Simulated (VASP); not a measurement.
Band structure of LaB₆ (cab6). All values below come from PBEsol GGA, VASP's PBE PAW potentials (set 64) (plane waves; VASP).

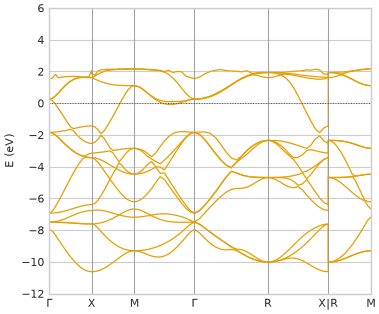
Fig. 1. Bands along high-symmetry lines, zero at the valence-band maximum or, without a gap, the Fermi level

### Question
Read the plot: is there a gap, and where are the band edges?

### Answer
It has no gap at this level: it comes out as a metal or semimetal. (Edges off the drawn lines would not show.)

The compound is LaB6 in the cab6 structure. It was relaxed first. The electron count is odd and the run is not spin-polarised, which forces a metal.
